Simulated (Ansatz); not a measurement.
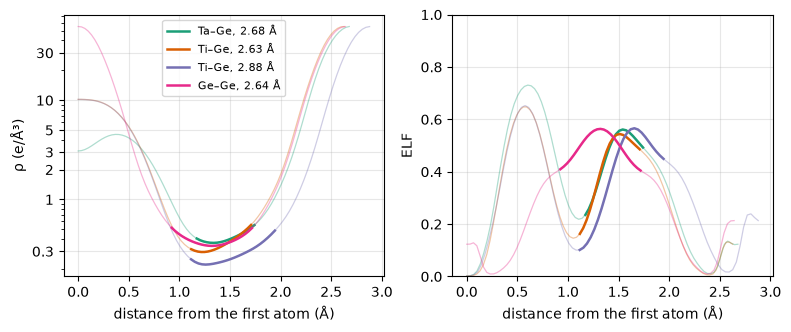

TaTi₃Ge₈. Valence electron density and ELF along straight lines between neighbouring atoms. Thin, pale parts lie inside the atomic spheres.

Space group C222; a structure generated by program, which may or may not match a known phase; computed without spin polarisation.

Method: DFT PBE, scalar-relativistic, plane waves, PAW (Ansatz 0.2.0).

Core electrons are frozen (PAW), and the valence fields are smoothed inside the atomic spheres.

Compare the contacts.

Ta–Ge (2.68 Å): ρ at the midpoint is about 0.37 e/Å³; the ELF is about 0.40 at the midpoint.
Ti–Ge (2.63 Å): the density is about 0.3 e/Å³ at the midpoint; the ELF is about 0.40 at the midpoint.
Ti–Ge (2.88 Å): ρ is about 0.24 e/Å³ halfway; the ELF is about 0.40 at the midpoint.
Ge–Ge (2.64 Å): ρ is about 0.34 e/Å³ halfway; the ELF reaches about 0.55 near the midpoint.
